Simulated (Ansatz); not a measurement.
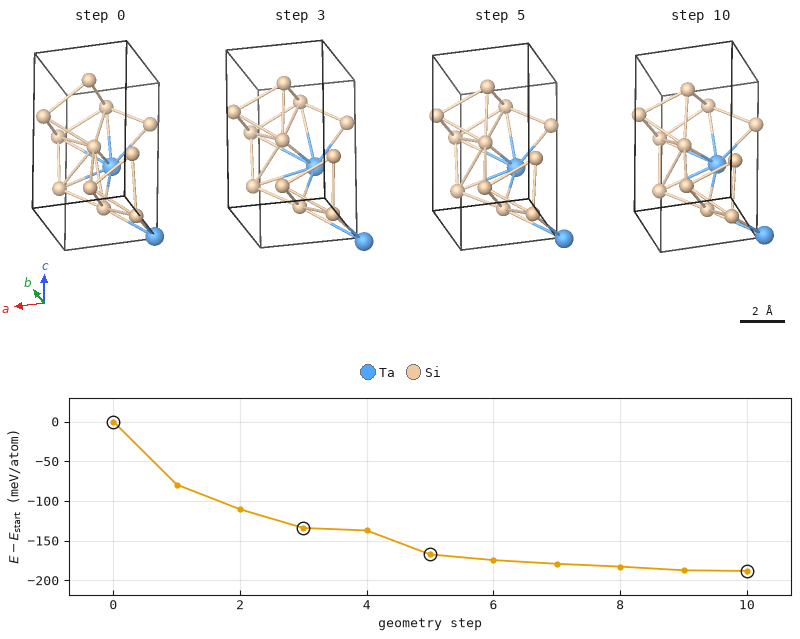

Frames of a relaxation of a crystal of TaSi5 (a generated structure, set up in P1) (coarse preliminary run), marked on the history of the run. Style: ball-and-stick. Shown: the cell of the calculation, from a free direction.

All numbers below come from Ansatz 0.2.0, DFT PBE, scalar-relativistic, plane waves, PAW. Set-up: plane-wave cutoff 420 eV; k-point mesh 6 × 4 × 4; occupations gaussian; smearing width 0.2 eV; no spin polarisation; cell and atoms relaxed; force threshold 0.025 eV/Å; at most 60 steps.

### What happens along the run?

The run was cut off at its time limit before the relaxation converged, so the last structure is only a point on the way. A Ta atom moves most relative to the cell: 0.57 Å roughly along [−3 1 0]. By element the largest moves are Ta 0.57 Å, Si 0.55 Å. The volume changes by +3.0 %, with a 4.477 → 4.758 Å (+6.3 %), b 5.060 → 4.893 Å (−3.3 %), c 7.760 → 7.833 Å (+0.9 %), α 89.6° → 90.2°, β 90.8° → 90.0°, γ 91.7° → 97.1°. Some distances before and after: Si–Ta 2.743 → 3.838 Å, Si–Ta 2.780 → 3.836 Å, Si–Ta 2.776 → 3.818 Å, Si–Ta 3.010 → 3.820 Å. Bonds break, among them: Si–Ta (2.74 → 3.84 Å), Si–Ta (2.78 → 3.84 Å). Bond angles that change, for instance: Ta–Si–Ta 173.0° → 137.8°, Ta–Si–Si 61.0° → 94.3°, Ta–Si–Si 62.7° → 93.6°. The space group stays P1 (No. 1). After 10 geometry steps the energy has fallen by 188 meV per atom. Largest force component: 3.4 eV/Å at the start, 0.077 eV/Å at the end. Pressure: 4.97 GPa at the start and 0.24 GPa at the end. From step 0 to 3: a Ta atom moves most (0.54 Å), volume +4.8 %, energy −134 meV per atom. From step 3 to 5: a Si atom moves most (0.25 Å), volume −0.5 %, energy −33.3 meV per atom. From step 5 to 10: a Si atom moves most (0.22 Å), volume −1.2 %, energy −20.8 meV per atom.

| step | E − E(0), meV/atom | largest force component, eV/Å | pressure, GPa | volume, Å³/atom |
| --- | --- | --- | --- | --- |
| 0 | 0.00 | 3.4212 | 4.97 | 14.641 |
| 1 | -79.28 | 0.7112 | 2.93 | 14.556 |
| 2 | -110.43 | 0.7303 | -2.64 | 15.225 |
| 3 | -133.95 | 0.5483 | -1.78 | 15.338 |
| 4 | -137.08 | 0.8622 | 1.33 | 15.215 |
| 5 | -167.27 | 0.3925 | -0.89 | 15.265 |
| 6 | -174.42 | 0.6272 | -0.09 | 15.160 |
| 7 | -179.06 | 0.1677 | 0.24 | 15.110 |
| 8 | -182.60 | 0.3753 | -0.18 | 15.180 |
| 9 | -187.23 | 0.1498 | -0.26 | 15.133 |
| 10 | -188.05 | 0.0767 | 0.24 | 15.079 |
